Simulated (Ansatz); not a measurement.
Take SiO$_{2}$ in the rutile structure (space group P4_2/mnm, No. 136; a = 4.236 Å, c = 2.690 Å) as the base. Axes: x, y, z lie along a, b, c of the conventional cell.

One thing is altered: compressive biaxial strain of 2.40 % in the plane normal to [001], as in epitaxy on a mismatched substrate; the out-of-plane cell vector and the atoms relax.

Method: PBE/PAW in Ansatz (a quantum-chemistry and plane-wave program), spin-orbit coupling left out.

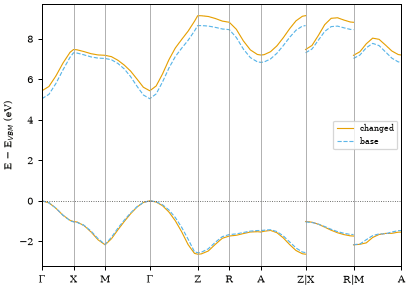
Fig. 1. Highest valence and lowest conduction band along the path, each from its own valence-band maximum

Problem. Read the changed gap and its character from the plot.

Solution. About 5.4 eV, direct at Γ.

Whether these cells are dynamically stable was not tested.
